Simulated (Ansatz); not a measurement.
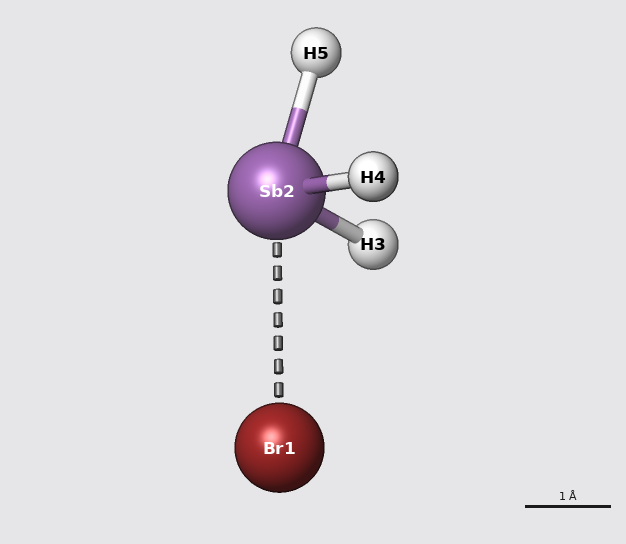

Two molecules or ions; the broken line marks their closest contact (measured against van der Waals radii). Charge −1, singlet. The computed structure is the end point of a PBE0-D4/def2-TZVPD optimisation. Program: Ansatz 0.2.0.

Question: Which two species are they?

Answer: Br and SbH3 (`[Br-].[SbH3]`).

Question: How long is the contact?

Answer: Br1···Sb2 is 3.20 Å.

Give the counterpoise-corrected interaction energy (kJ/mol, monomers kept as in the pair) with CCSD(T)/CBS (MP2 limit from def2-TZVPPD and def2-QZVPPD plus CCSD(T) − MP2); RHF-CCSD(T) (frozen core)/def2-TZVPPD; SPW92 (LDA)/def2-SVP.

```csv
level,interaction energy (kJ/mol)
CCSD(T)/CBS (MP2 limit from def2-TZVPPD and def2-QZVPPD plus CCSD(T) − MP2),−50.0
RHF-CCSD(T) (frozen core)/def2-TZVPPD,−40.9
SPW92 (LDA)/def2-SVP,−73.3
```
